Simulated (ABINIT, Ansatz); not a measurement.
# A GW chain in ABINIT: LiHS (Ama2), part 3 of 3

Aim: the G0W0 gap of LiHS (Ama2) on PBEsol, step by step.

ABINIT 10.8.3; PBEsol and many-body steps on it, plane waves. Known limits of the many-body steps: not at the basis limit; coarse k mesh.

So far. Step 3 (Bands along the symmetry lines): The gap is 3.330 eV, as in the run before at this level. Step 4 (Empty states on the mesh, 2×2×2 mesh, 180 bands): On this mesh the gap is 3.330 eV.

### Step 5. Screening, 2×2×2 mesh, 164 bands, screening to 176.9 eV

The RPA dielectric matrix is built and inverted for each q.

This step: RPA screening on PBEsol, plane waves, norm-conserving pseudopotentials.

The input, run.abi:

```
acell 3*1.0 Angstrom
rprim 
  6.156870000000 0.000000000000 0.000000000000
  0.000000000000 2.809205000000 2.757390000000
  0.000000000000 -2.809205000000 2.757390000000
ntypat 3
znucl 3 1 16
natom 6
typat 1 1 2 2 3 3
xred 
  0.500000000000 0.501660000000 0.501660000000
  0.000000000000 0.501660000000 0.501660000000
  0.250000000000 0.133090000000 0.983490000000
  0.750000000000 0.983490000000 0.133090000000
  0.750000000000 0.998760000000 0.475340000000
  0.250000000000 0.475340000000 0.998760000000
pp_dirpath "pseudos"
pseudos "Li.upf, H.upf, S.upf"
ecut 33
ngkpt 2 2 2
nshiftk 1
shiftk 0 0 0
kptopt 1
chksymbreak 0
istwfk *1
occopt 1
irdwfk 1
optdriver 3
nband 164
ecuteps 6.5
inclvkb 2
awtr 1
symchi 1
indata_prefix "in"
outdata_prefix "out"
tmpdata_prefix "tmp"
```

Started as:

```
$ OMP_NUM_THREADS=1 mpirun -n 4 abinit run.abi > log
```

Numbers of over 12 decimals in the logs are rounded to 6 here.

The program printed:

```text
.Version 10.8.3 of ABINIT. v10.8.2 released Aug 2026.

 Symmetries : space group Am a 2 (# 40); Bravais oC (1-face-center ortho.)
[... echo of the input left out ...]
== DATASET  1 ==================================================================
-   mpi_nproc: 4, omp_nthreads: 1 (-1 if OMP is not activated)

--- !DatasetInfo
iteration_state: {dtset: 1, }
dimensions: {natom: 6, nkpt: 6, mband: 164, nsppol: 1, nspinor: 1, nspden: 1, mpw: 5848, }
cutoff_energies: {ecut:  33.0, pawecutdg:  -1.0, }
electrons: {nelect:   2.00000000E+01, charge:   0.00000000E+00, occopt:   1.00000000E+00, tsmear:   1.00000000E-02, }

 SCREENING: Calculation of the susceptibility and dielectric matrices

 Based on a program developped by R.W. Godby, V. Olevano, G. Onida, and L. Reining.
 Incorporated in ABINIT by V. Olevano, G.-M. Rignanese, and M. Torrent.
.Using double precision arithmetic ; gwpc =  8

[... cell and pseudopotentials left out ...]
--------------------------------------------------------------------------------

 ==== K-mesh for the wavefunctions ====
 Number of points in the irreducible wedge :     6
[... list of points left out ...]
 Together with  4 symmetry operations and time-reversal symmetry
 yields     8 points in the full Brillouin Zone.

 ==== Q-mesh for the screening function ====
 Number of points in the irreducible wedge :     6
[... list of points left out ...]
 Together with  4 symmetry operations and time-reversal symmetry
 yields     8 points in the full Brillouin Zone.

 setmesh: FFT mesh size selected  =    48x   30x   30
          total number of points  =        43200

 vcoul_init : cutoff-mode = AUXILIARY_FUNCTION
 q-points for optical limit:   1
     1)      0.000010    0.000020    0.000030

- screening: taking advantage of time-reversal symmetry
- Maximum band index for partially occupied states nbvw = 10
- Remaining bands to be divided among processors   nbcw = 154
- Number of bands treated by each node ~38

 Number of electrons calculated from density =   20.0000; Expected =   20.0000
 average of density, n =  0.031071
 r_s =    1.9733
 omega_plasma =   17.0034 [eV]

 calculating chi0 at frequencies [eV] :
  1    0.000000E+00    0.000000E+00
  2    0.000000E+00    1.700343E+01

--------------------------------------------------------------------------------
  q-point number  1        q = ( 0.000000, 0.000000, 0.000000) [r.l.u.]
--------------------------------------------------------------------------------
[... chi0 elements left out ...]
 For q-point:  0.000010 0.000020 0.000030
  dielectric constant =   3.7306
  dielectric constant without local fields =   4.6207

  Average fulfillment of the sum rule on Im[epsilon] for q-point    1 :     78.14  [%]
[... wings left out ...]
  q-point number  2        q = ( 0.500000, 0.000000, 0.000000) [r.l.u.]
--------------------------------------------------------------------------------
[... chi0 elements left out ...]
  Average fulfillment of the sum rule on Im[epsilon] for q-point    2 :     82.67  [%]

 [... 4 further q-points ...]
```

It took 46 s on 4 MPI ranks of Arm Neoverse N1, shared host; peak memory 1.3 GiB; 3.1 min of CPU time.

Numbers from this step:

* ε∞ with local fields, on this mesh, along the program's q direction: 3.731
* the same without local fields: 4.621
* plasma frequency: 17.00 eV
* plane waves in the screening matrix: 503

Local fields lower ε∞ by 19 %. On a Γ-centred mesh this coarse the value itself is usually too large, while a short band sum pulls it down.

### Step 6. Self-energy, 2×2×2 mesh, 164 bands, screening to 176.9 eV

The self-energy is evaluated for the states that the input lists, and the levels follow from it, in one-shot runs by the linearised quasiparticle equation.

This step: G0W0 on PBEsol, plane waves, norm-conserving pseudopotentials.

run.abi, as its differences from that of step 5:

```diff
@@ -27,8 +27,15 @@
 irdwfk 1
-optdriver 3
+optdriver 4
 nband 164
+gwcalctyp 0
+ecutsigx 33
+symsigma 1
+nkptgw 1
+kptgw 
+  0.0000000000 0.0000000000 0.0000000000
+bdgw 
+  9 12
 ecuteps 6.5
-inclvkb 2
-awtr 1
-symchi 1
+irdscr 1
+ppmodel 1
 indata_prefix "in"
```

The program printed:

```text
.Version 10.8.3 of ABINIT. v10.8.2 released Aug 2026.

 Symmetries : space group Am a 2 (# 40); Bravais oC (1-face-center ortho.)
[... echo of the input left out ...]
== DATASET  1 ==================================================================
-   mpi_nproc: 4, omp_nthreads: 1 (-1 if OMP is not activated)

--- !DatasetInfo
iteration_state: {dtset: 1, }
dimensions: {natom: 6, nkpt: 6, mband: 164, nsppol: 1, nspinor: 1, nspden: 1, mpw: 5848, }
cutoff_energies: {ecut:  33.0, pawecutdg:  -1.0, }
electrons: {nelect:   2.00000000E+01, charge:   0.00000000E+00, occopt:   1.00000000E+00, tsmear:   1.00000000E-02, }

 SIGMA: Calculation of the GW corrections

 Based on a program developped by R.W. Godby, V. Olevano, G. Onida, and L. Reining.
 Incorporated in ABINIT by V. Olevano, G.-M. Rignanese, and M. Torrent.
.Using double precision arithmetic ; gwpc =  8

[... cell and pseudopotentials left out ...]
--------------------------------------------------------------------------------

 ==== K-mesh for the wavefunctions ====
 Number of points in the irreducible wedge :     6
[... list of points left out ...]
 Together with  4 symmetry operations and time-reversal symmetry
 yields     8 points in the full Brillouin Zone.

 ==== Q-mesh for screening function ====
 Number of points in the irreducible wedge :     6
[... list of points left out ...]
 Together with  4 symmetry operations and time-reversal symmetry
 yields     8 points in the full Brillouin Zone.

 vcoul_init : cutoff-mode = AUXILIARY_FUNCTION
 q-points for optical limit:   1
     1)      0.000010    0.000020    0.000030
 setmesh: FFT mesh size selected  =    64x   40x   40
          total number of points  =       102400

 Number of electrons calculated from density =   20.0000; Expected =   20.0000
 average of density, n =  0.031071
 r_s =    1.9733
 omega_plasma =   17.0034 [eV]

 === KS Band Gaps ===
  >>>> For spin  1
   Minimum direct gap =   3.3299 [eV], located at k-point      :   0.0000  0.0000  0.0000
   Fundamental gap    =   3.3299 [eV], Top of valence bands at :   0.0000  0.0000  0.0000
                                       Bottom of conduction at :   0.0000  0.0000  0.0000
 SIGMA fundamental parameters:
 PLASMON POLE MODEL  1
 number of plane-waves for SigmaX                 5839
 number of plane-waves for SigmaC and W            503
 number of plane-waves for wavefunctions          5839
 number of bands                                   164
 number of independent spin polarizations            1
 number of spinorial components                      1
 number of k-points in IBZ                           6
 number of q-points in IBZ                           6
 number of symmetry operations                       4
 number of k-points in BZ                            8
 number of q-points in BZ                            8
 number of frequencies for dSigma/dE                 9
 frequency step for dSigma/dE [eV]                0.25
 number of omega for Sigma on real axis              0
 max omega for Sigma on real axis  [eV]           0.00
 zcut for avoiding poles [eV]                     0.10

 EPSILON^-1 parameters (SCR file):
 dimension of the eps^-1 matrix on file            503
 dimension of the eps^-1 matrix used               503
 number of plane-waves for wavefunctions          5839
 number of bands                                   164
 number of q-points in IBZ                           6
 number of frequencies                               2
 number of real frequencies                          1
 number of imag frequencies                          1

 matrix elements of self-energy operator (all in [eV])

 Perturbative Calculation

--- !SelfEnergy_ee
iteration_state: {dtset: 1, }
kpoint     : [   0.000,    0.000,    0.000, ]
spin       : 1
KS_gap     :    3.330
QP_gap     :    5.550
Delta_QP_KS:    2.220
data: !SigmaeeData |
     Band     E0 <VxcDFT>   SigX SigC(E0)      Z dSigC/dE  Sig(E)    E-E0       E
        9  -0.707 -12.411 -15.817   1.762   0.792  -0.263 -13.713  -1.302  -2.009
       10  -0.122 -12.727 -15.736   1.529   0.793  -0.260 -13.901  -1.174  -1.296
       11   3.208  -8.834  -4.303  -3.262   0.825  -0.212  -7.787   1.046   4.254
       12   3.571  -8.614  -4.145  -3.163   0.826  -0.211  -7.535   1.079   4.650

== END DATASET(S) ==============================================================
================================================================================

 -outvars: echo values of variables after computation  --------
           etotal      0.0000000000E+00
            nband         164
             nkpt           6
          spgroup          40
 [... the other variables as echoed above ...]

 Calculation completed.
```

Elapsed: 24 s, on 4 MPI ranks; peak memory 1.3 GiB; 96 s of CPU time.

Numbers from this step:

| Quantity | Value |
| --- | --- |
| G0W0 gap on the points computed | 5.55 eV |
| starting gap on the mesh | 3.330 eV |
| k of the valence top | 0, 0, 0 |
| k of the conduction bottom | 0, 0, 0 |
| Z at the valence top | 0.793 |
| Z at the conduction bottom | 0.825 |
| least direct G0W0 gap on the computed points | 5.55 eV |

The gap on the mesh goes from 3.33 eV to 5.55 eV, a correction of +2.22 eV.

Limits: finite bands, cutoff and mesh; coarse k mesh. v1 is the top filled band, c1 the lowest empty one. Levels before and after the correction, in eV, zero at the valence-band top of each column:

|  | conduction bottom | valence top |
| --- | --- | --- |
| Kohn-Sham | 3.33 | 0.00 |
| G0W0 | 5.55 | 0.00 |

|  | level | energy (eV) |
| --- | --- | --- |
| Kohn-Sham | Γ v2 | -0.585 |
| Kohn-Sham | Γ v1 | 0.000 |
| Kohn-Sham | Γ c1 | 3.330 |
| Kohn-Sham | Γ c2 | 3.693 |
| G0W0 | Γ v2 | -0.713 |
| G0W0 | Γ v1 | 0.000 |
| G0W0 | Γ c1 | 5.550 |
| G0W0 | Γ c2 | 5.946 |

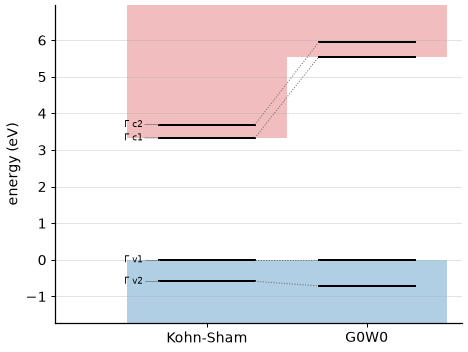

Levels before and after the correction. Shaded: valence and conduction bands.

### Step 7. Where the time went

Times are wall times on 4 MPI ranks of Arm Neoverse N1, shared host, good to a factor of about two.

```
                          step     time  share  memory (GiB)
                  ground state     56 s   19 %          0.39
bands along the symmetry lines     54 s   18 %          0.42
      empty states on the mesh  1.9 min   39 %          0.41
                     screening     46 s   16 %           1.3
                   self-energy     24 s    8 %           1.3
```

### Step 8. Results

```
PBEsol gap           : 3.33 eV, direct
G0W0 gap on the mesh : 5.55 eV
GW settings          : 2×2×2 mesh, 164 bands, screening to 176.9 eV, Godby-Needs plasmon pole
known limits         : not at the basis limit; coarse k mesh
```

In words: G0W0 moves the gap on the mesh from 3.33 eV to 5.55 eV (+2.22 eV), with Z of 0.79 and 0.82 at the edges. Local fields lower the RPA ε∞ on this mesh from 4.62 to 3.73; a Γ-centred mesh this coarse tends to raise both, most where the direct gap is narrow, while a short band sum lowers them. Only 1 of the mesh's irreducible points was corrected, so a valley elsewhere could overtake. The dearest step here is «empty states on the mesh». Bands and cutoff are finite, so the gap is not at the basis limit. The miss can reach some tenths of an eV and take either sign; the mesh is an error of its own. In the G0W0 run levels were corrected at 1 k point alone, so a gap called «on the mesh» is the least over those, and an edge elsewhere would be missed. The 2×2×2 mesh is coarse for this cell, which bears on the long-range parts of exchange and screening.

[Paths, hosts, dates, memory and timing lines, banners, echoed tables and standing remarks are left out of the program output.]

[Logs are printed without paths, hosts, clocks, repeated set-up lines and the standing remarks that a program may print on its own settings, such as how far it seeks lower states.]

[Runs of the session that timed out or met a known fault of the program may be left out.]

[Hosts, paths, dates, database ids (printed as entryN), source tags and the programs' standing remarks are cut or masked in the printed files.]

[G0W0 gaps are taken among the corrected bands and points alone; a level outside them can change the order at an edge.]

[Where Ansatz stands beside ABINIT at settings called matched, ABINIT's density can come from a denser mesh and the files from another edition; pairs whose starting gaps differed by over 0.03 eV were left out, so agreement reads better than it is.]
